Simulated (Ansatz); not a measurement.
**BBrClH₃OSi (SMILES ClBO[SiH2]Br): density, localisation and related maps**

Input

```
crystal:
  periodic: [false, false, false]
  atoms:
    - symbol: B
      position_ang: [2.164131, 1.264068, -2.302750]
    - symbol: Br
      position_ang: [0.219050, 2.371076, 0.905139]
    - symbol: Cl
      position_ang: [3.271785, 0.671059, -1.050699]
    - symbol: O
      position_ang: [0.840618, 1.332785, -2.064824]
    - symbol: Si
      position_ang: [-0.129043, 0.938361, -0.749890]
    - symbol: H
      position_ang: [2.615561, 1.595944, -3.365749]
    - symbol: H
      position_ang: [-1.525103, 1.086080, -1.216410]
    - symbol: H
      position_ang: [0.182467, -0.434864, -0.284672]
basis:
  gaussian: {orbitals: def2-TZVPD}
hamiltonian: {xc: {name: PBE0}}
output: {forces: true, orbitals: {seedname: orbitals}}
```

Launched as:

```sh
ansatz run input.yaml --threads 2 --pin off --max-ram 4350MiB --events-out events.jsonl --progress --plain --runs-dir runs
```

Geometry: r2SCAN-D4/def2-SVP.

Method: Ansatz, isolated molecule in a Gaussian basis; Kohn-Sham density functional theory, functional PBE0.

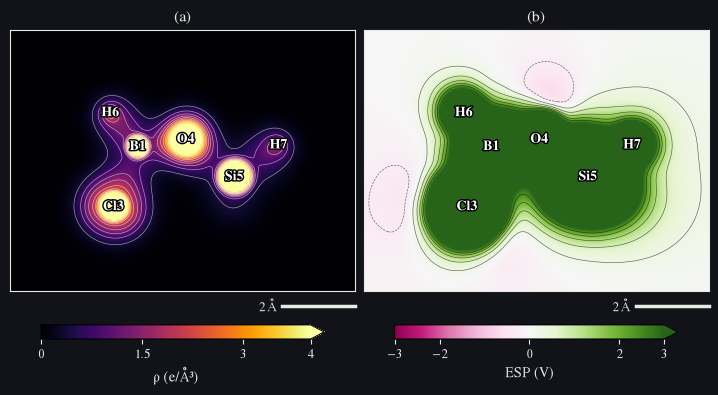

Figure 1. (a) total electron density; (b) molecular electrostatic potential on the plane of atoms B1, O4 and Si5.

**What does the map show?**

- The section cuts through B, Cl, O, Si and H sites.
- B–O (1.35 Å): the density is about 2.2 e/Å³ at the midpoint.
- Si–O (1.68 Å): ρ at the midpoint is about 1.1 e/Å³.
- B–Cl (1.77 Å): ρ at the midpoint is about 1.3 e/Å³.
- B–H (1.20 Å): ρ at the midpoint is about 1.3 e/Å³.
- Si–H (1.48 Å): ρ is about 0.86 e/Å³ halfway.
- Outside the dense part of the molecule the potential is most negative (−0.7 V) near O4.

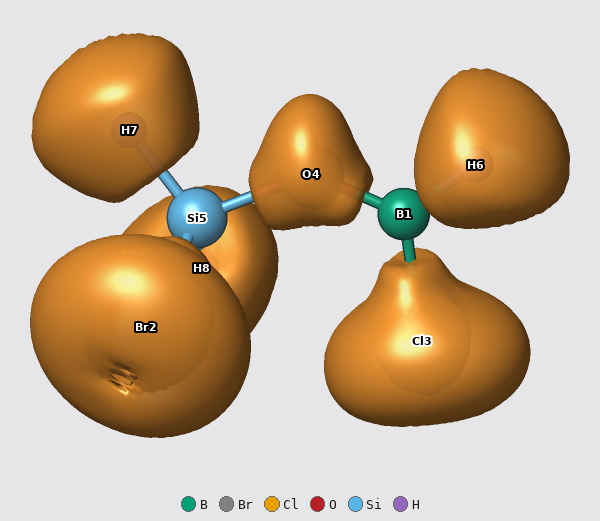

Figure 2. Isosurface of the electron localisation function at 0.75 (orange), seen across its widest extent. Core shells and regions of very low density are left out.

**Identify the bonds, lone pairs and shells in this picture.**

The ELF exceeds this value in three regions around hydrogen nuclei, one region on Br in which the atom's valence shell and bonds are merged, one region on Cl in which the atom's valence shell and bonds are merged and one region on O in which the atom's valence shell and bonds are merged.


B–O (1.35 Å): the ELF peaks at about 0.90 between the atoms; a polar covalent bond. Si–O (1.68 Å): the ELF peaks at about 0.90 between the atoms, as expected for a shared but strongly polarised pair.

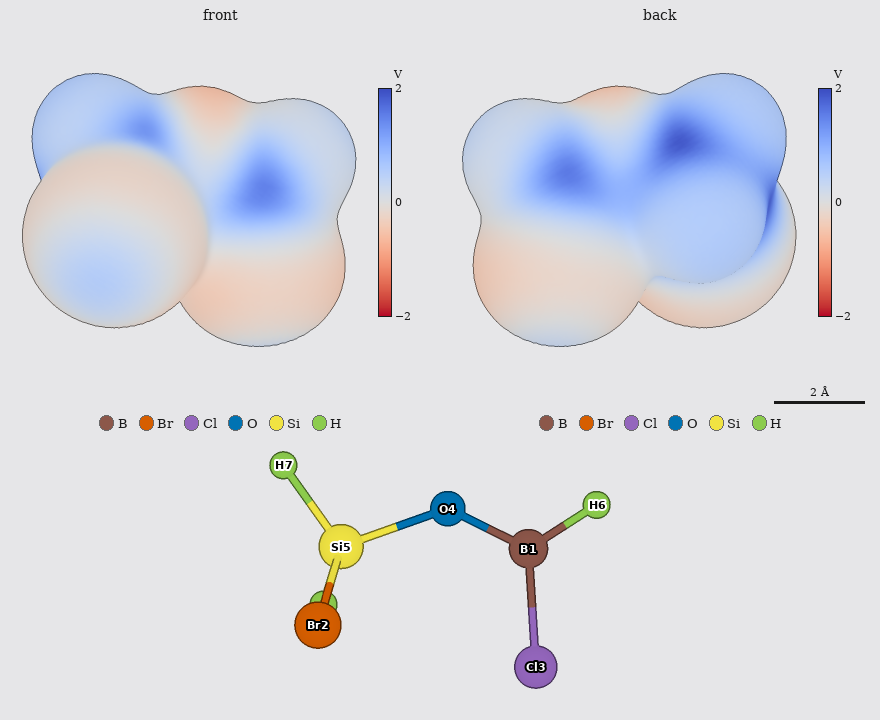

Figure 3. The molecular electrostatic potential painted on the density surface at 0.002 e/bohr³, seen from the front and from behind; red is negative and blue positive. The bare structure is drawn below in the same view.

**Which sites attract a positive test charge, and which a negative one?**

A positive charge is drawn to the negative regions and a negative charge to the positive ones. The most negative region (about −0.5 V, or −12 kcal/mol for a unit charge) lies over O4, the most positive (about +1.7 V, or +39 kcal/mol for a unit charge) over Si5. Br2 shows a σ-hole: about +0.5 V, or +12 kcal/mol for a unit charge at the tip opposite its bond, against about −0.2 V on its flanks. Cl3 shows a σ-hole: about +0.3 V at the tip opposite its bond, against about −0.2 V on its flanks.

**What dipole moment does the calculation give?**

Its dipole moment is 1.37 D.
